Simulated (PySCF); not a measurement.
C₉H₉N, SMILES CCc1ccccc1C#N at its GFN2-xTB optimised geometry (Å):

```
19

C     -1.5741    -2.3822    -1.4817
C     -1.4785    -1.8654    -0.0437
C     -0.7132    -0.5759     0.0000
C     -1.3661     0.6478    -0.0053
C     -0.6576     1.8375    -0.0058
C      0.7286     1.8260    -0.0030
C      1.4040     0.6217     0.0000
C      0.6882    -0.5759     0.0000
C      1.4022    -1.7962     0.0017
N      1.9956    -2.7778     0.0015
H     -0.5815    -2.5868    -1.8768
H     -2.0569    -1.6449    -2.1200
H     -2.1529    -3.3018    -1.5124
H     -0.9785    -2.6173     0.5710
H     -2.4839    -1.7079     0.3521
H     -2.4465     0.6669    -0.0058
H     -1.1887     2.7778    -0.0075
H      1.2804     2.7537    -0.0028
H      2.4839     0.5932     0.0025
```

Level of theory: B3LYP/def2-SVP in PySCF 2.14.0.

Map of the electrostatic potential (hartree/e), clipped to [-0.08, 0.12] on the plane z = 1.0 Å:

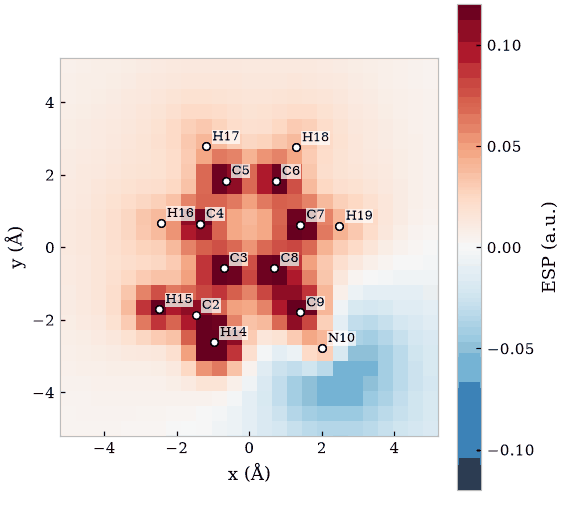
Electrostatic potential (hartree/e), clipped to [-0.08, 0.12] on the plane z = 1.0 Å.
